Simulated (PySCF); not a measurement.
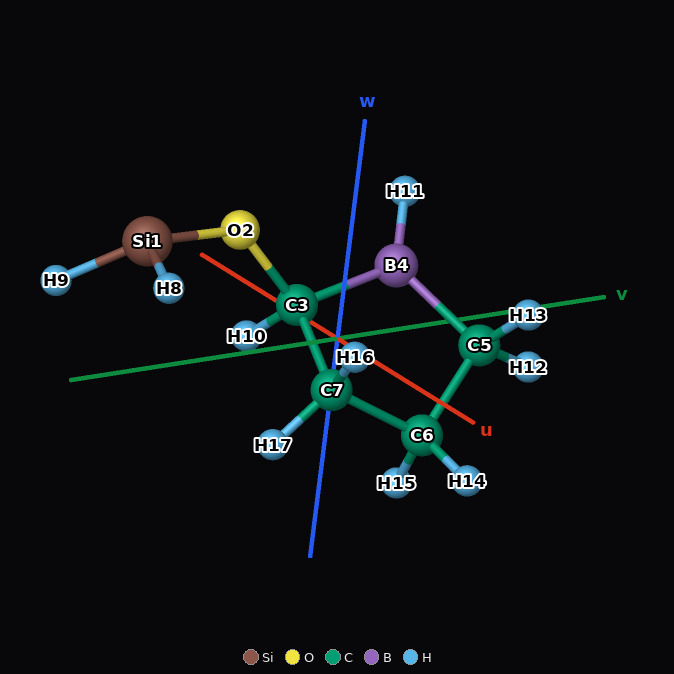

The lines u, v and w are the principal axes of the g tensor. Charge 0, doublet. The geometry was computed by an optimisation with GFN2-xTB. No frequency run is at hand to confirm it as a minimum. Properties computed with UKS B3LYP, pcH-1 on B C H O Si, non-relativistic, mean-field spin-orbit, GIAO (PySCF 2.14.0).

Along which axis does g lie farthest from the free-electron value?

Along v (nearly parallel to the Si1–O2 bond): the shift is 1768 ppm.

Give the principal values and shifts.

```tsv
axis	g	shift (ppm)
u	2.00180	−521
v	2.00409	1768
w	2.00216	−162
```

The geometry is semi-empirical. Around B, Si such bond lengths and angles can be off by a tenth of an ångström or more and by several degrees, and values that hang on the shape move with them.
